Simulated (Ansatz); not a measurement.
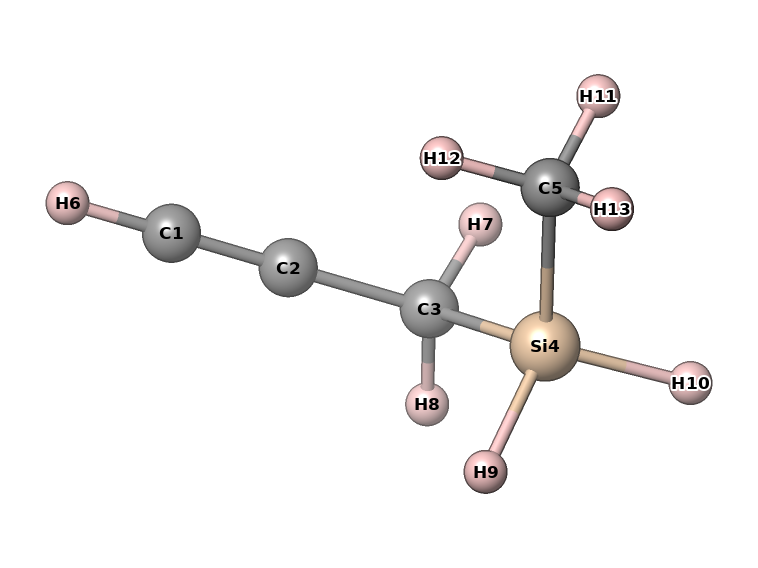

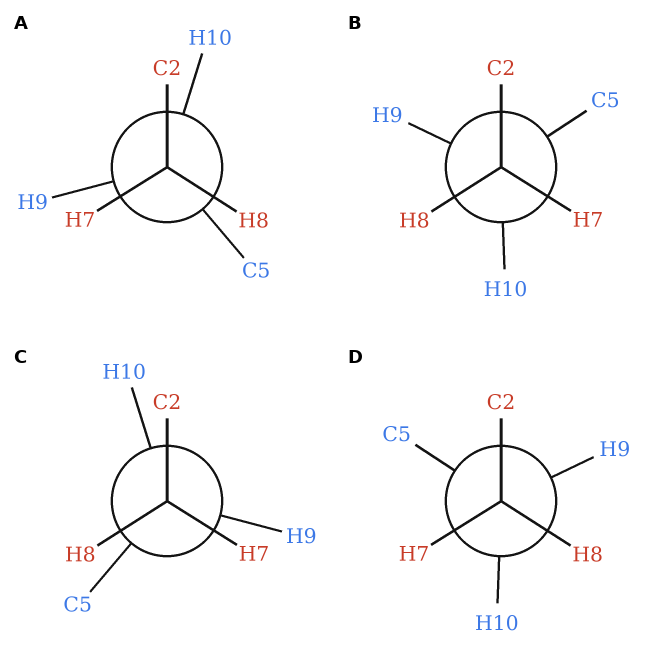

Distant atoms are faded towards the background colour. Bonds that would overlap in a projection are set slightly apart. Computed geometry: PBE-D4/def2-SVP optimisation. No frequency run is at hand to confirm it as a minimum.

Question: Which Newman projection shows the view along C3–Si4, with C3 in front?

Answer: D. The torsion angle C2–C3–Si4–C5 is −57°, synclinal (gauche).
